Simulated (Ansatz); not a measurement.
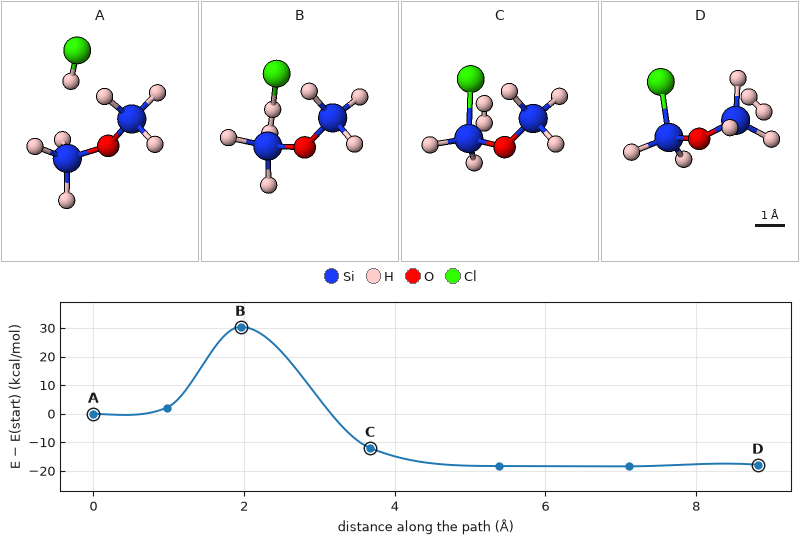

A nudged-elastic-band calculation for Si2H7OCl. Images are numbered from 0 (start) to 6 (end). Frames A to D are images 0, 2, 3, 6. Style: ball-and-stick. Shown from a free direction.

Level of theory: RKS PBE0-D4/def2-SVP (Ansatz 0.2.0). Set-up: 5 movable images; climbing image.

What happens along the path, and what is the barrier?

Answer. Forward barrier 30.4 kcal/mol, backward barrier 48.3 kcal/mol, with image 2 at the top; the reaction energy is −17.8 kcal/mol. Image 5 lies below both ends, at −18.4 kcal/mol, so an end isn't at the bottom of its valley. Breaking: Cl–H (1.28 → 3.21 Å), H–Si (1.49 → 3.66 Å). Forming: H–H (2.06 → 0.75 Å), Cl–Si (3.83 → 2.05 Å). The band converged in 29 iterations. The largest component of the band force went from 3.9 to 0.039 eV/Å. The climbing image converged on the top of the path. Its curvatures weren't checked. The largest force component is 0.53 eV/Å at the start and 0.62 eV/Å at the end; an end with forces this large is no minimum, and the barrier measured from it can be far off.

Cost: 6.9 min on 4 threads of AMD EPYC, on a shared host.
